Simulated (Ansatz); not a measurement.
## Converging zone-centre phonons against the mesh: Os (P6_3/mmc, 2 atoms in the cell)

```xyz
2
Lattice="1.3582 -2.3524 0.0000 1.3582 2.3524 0.0000 0.0000 0.0000 4.2984" Properties=species:S:1:pos:R:3 pbc="T T T"
Os     1.3582     0.7841     1.0746
Os     1.3582    -0.7841     3.2238
```

Method of the run: PBE (plane waves, PAW; Ansatz, a program for electronic structure).

Base settings: basis.ecutwfc = 420 eV; kpoints.mp_grid.grid = 14 14 8; hamiltonian.xc = pbe; hamiltonian.pseudopotentials = {kind: paw} (the program's default PAW files); scf.occupations.method = fermi_dirac; scf.occupations.width = 0.1 eV.

In this ladder: phonons.method = dfpt.

Frequencies are those of the unrelaxed cell, without the LO-TO term of polar crystals.

Only quantities that move along the ladder and can be compared are tabulated.

Core times come from one kind of shared machine, to one figure; runs under 30 s give none.

The starting cell has typed, rounded lattice constants, without a prior relaxation at this level. Its lattice was rescaled by up to half a per cent. Spin polarisation is off. In the base run, with a pressure of about 17 GPa the cell is away from its equilibrium volume at this level.

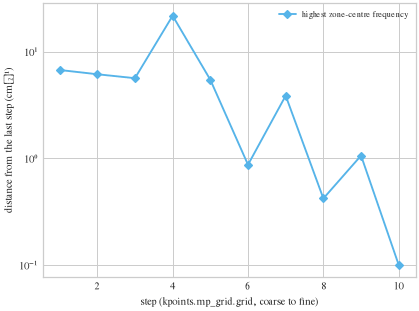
*Distance from the last step along the ladder; very small values are drawn at a floor.*

```csv
kpoints.mp_grid.grid,highest zone-centre frequency (cm⁻¹),core time / last (rough)
4 4 2,241.7,–
5 5 3,228.9,–
6 6 3,229.4,–
7 7 4,213.4,–
9 9 5,240.5,–
11 11 6,234.2,–
13 13 7,231.2,–
16 16 9,234.6,0.1
20 20 11,234.0,0.2
25 25 14,235.0,0.7
32 32 18,235.0,1
```

Coarsest kpoints.mp_grid.grid that holds the highest zone-centre frequency within 10 cm⁻¹ of the last step, with all finer ones: 9 9 5; the step before is off by 22 cm⁻¹.

Two neighbours can agree and both be off: 5 5 3 and 6 6 3 differ by 0.5 cm⁻¹ in the highest zone-centre frequency, yet lie about 5.6 cm⁻¹ from the last step.

Keys are those of Ansatz 0.2.
